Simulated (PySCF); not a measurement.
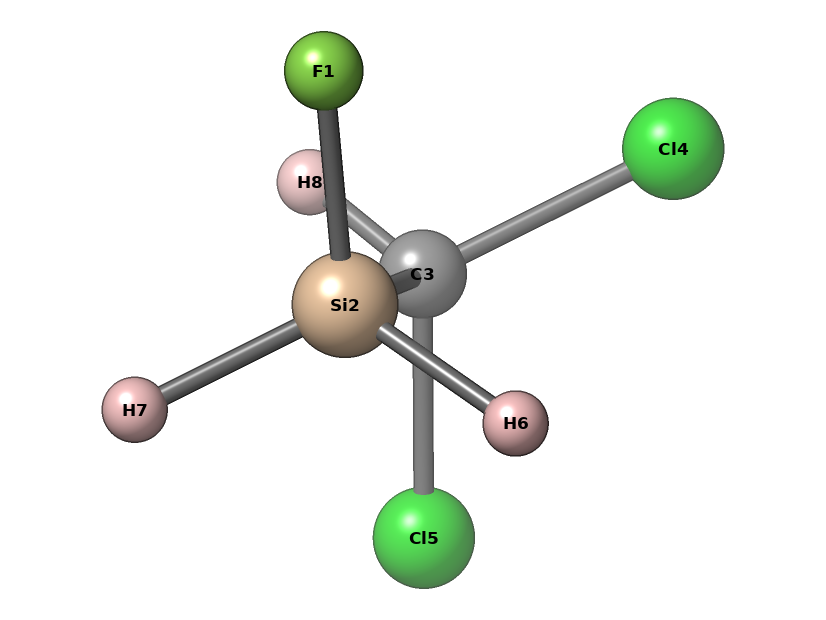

C3 lies behind Si2. The molecule seen a little off the Si2–C3 bond, Si2 in front. Atoms fade into the background with distance from the viewer. The computed structure is the end point of a PBE0-D3(BJ)/def2-SVP optimisation. No frequency run is at hand to confirm it as a minimum.

Question: What is the torsion angle F1–Si2–C3–Cl4? The sign is positive where the front bond must turn clockwise to cover the back bond.

Answer: 62°, synclinal (gauche). The bonds about Si2–C3 are staggered.
